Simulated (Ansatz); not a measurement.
**Al2Br2F2H2: density, localisation and related maps**

Input

```
crystal:
  periodic: [false, false, false]
  atoms:
    - {symbol: Al, position_ang: [0.664648, 1.597918, -0.407900]}
    - {symbol: Al, position_ang: [1.577461, -1.129247, 0.601459]}
    - {symbol: Br, position_ang: [-1.520947, 2.055120, -0.143774]}
    - {symbol: Br, position_ang: [0.909485, -0.505779, -1.675465]}
    - {symbol: F, position_ang: [1.221500, 0.608062, 1.025941]}
    - {symbol: F, position_ang: [3.230249, -1.285447, 0.623700]}
    - {symbol: H, position_ang: [1.749309, 2.644627, -0.827010]}
    - {symbol: H, position_ang: [0.601769, -2.136985, 1.288308]}
basis:
  gaussian:
    orbitals: def2-SVPD
total_charge: 0
hamiltonian:
  xc: {name: PBE0}
output:
  forces: true
  orbitals: {seedname: orbitals}
```

Launched as:

```sh
ansatz run input.yaml --threads 2 --pin off --max-ram 6090MiB --events-out events.jsonl --progress --plain --runs-dir runs
```

Geometry: PBE0-D4/def2-SVP.

The calculation used isolated molecule in a Gaussian basis; Kohn-Sham density functional theory, functional PBE0 (Ansatz 0.2.0).

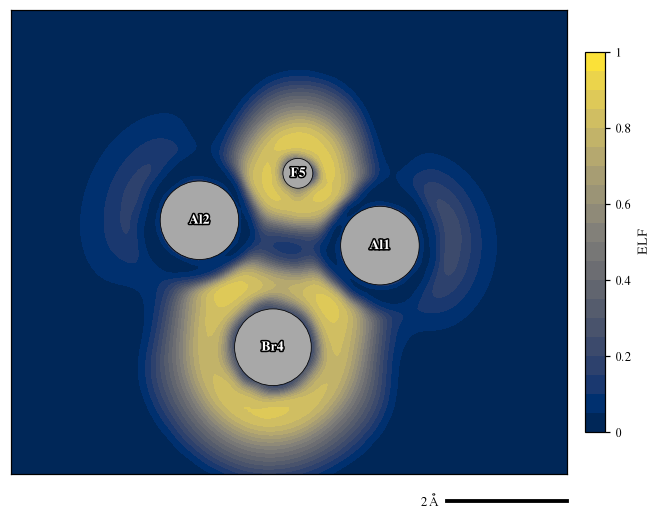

Figure 1. Electron localisation function on the plane of atoms Br4, Al2 and F5. Grey discs cover the atomic cores.

What do the fields say about this system?

Answer.
- The plane passes through Al, Br and F nuclei.
- Al–F (1.82 Å): the ELF peaks at about 0.85 in the valence shell of F, 0.5 Å from its nucleus, and is about 0.30 at the midpoint.
- Al–Br (2.45 Å): the ELF peaks at about 0.85 in the valence shell of Br, 1.2 Å from its nucleus, and is about 0.85 at the midpoint.
- The ELF also peaks beside Br4 and F5, away from the bonds: lone-pair regions.

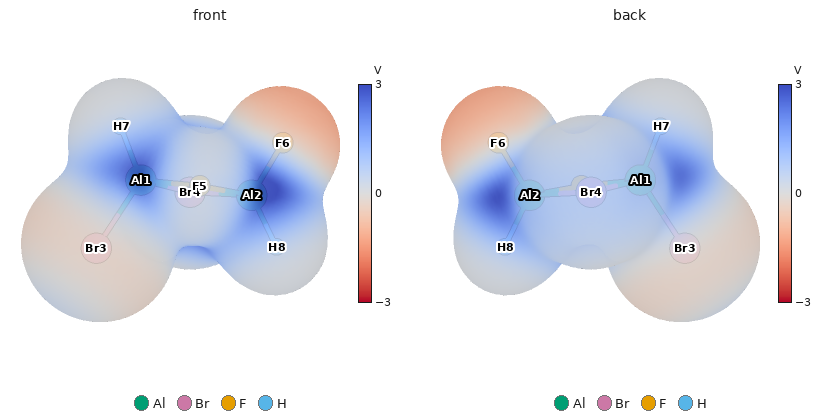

Figure 2. The molecular electrostatic potential painted on the density surface at 0.002 e/bohr³, seen from the front and from behind; the colour scale runs from red (negative) to blue (positive).

Where is the surface potential most negative and most positive?

Answer. The most negative region (about −1.2 V) lies over F6, the most positive (about +2.9 V) over Al1 and Al2. Br3 shows a σ-hole: about +0.3 V at the tip opposite its bond, against about −0.2 V on its flanks.

How polar is the molecule by this calculation?

Answer. Its dipole moment is 0.74 D.

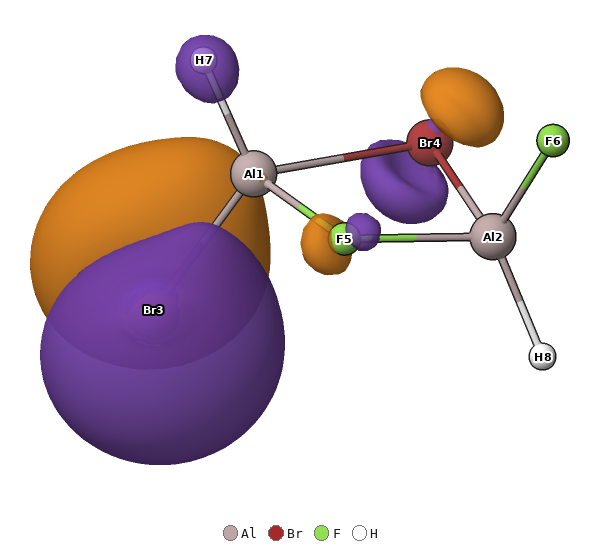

Figure 3. The HOMO−1 at ±0.08 Å⁻³ᐟ² (orange and purple are the two phases), seen at a tilt.

Where does this orbital lie, and at what energy?

Answer. Its weight (Hirshfeld) is mainly on Br3 (about 85 %); largely a lone pair of Br3. Its energy is −8.93 eV.
